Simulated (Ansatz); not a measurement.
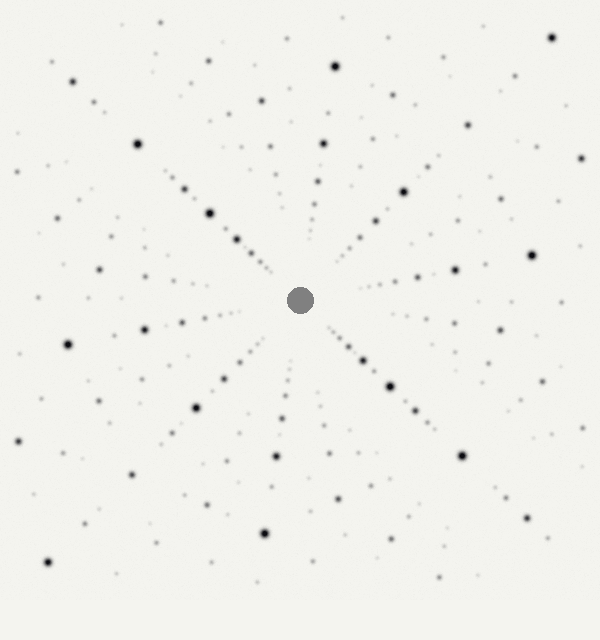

Simulated back-reflection Laue pattern (white X-rays, 0.45 to 2.2 Å, flat plate covering ±45° about the beam, kinematic intensities, seen from the source).

Question: Which symmetry elements lie along the beam?

Answer: 2mm: a twofold axis with two mirror lines.

The crystal is SiPb2, space group Fm-3m (No. 225), a = 7.12 Å. Structure: the end point of a relaxation with DFT PBE, scalar-relativistic, plane waves, PAW (Ansatz 0.2.0); the starting structure was generated, so it need not be a known form of this composition.

Question: Which direction points towards the source?

Answer: [110] or one equivalent to it by a rotation of the Laue group. In Laue class m-3m no other family of directions with a member of indices 0 and ±1 has this symmetry.
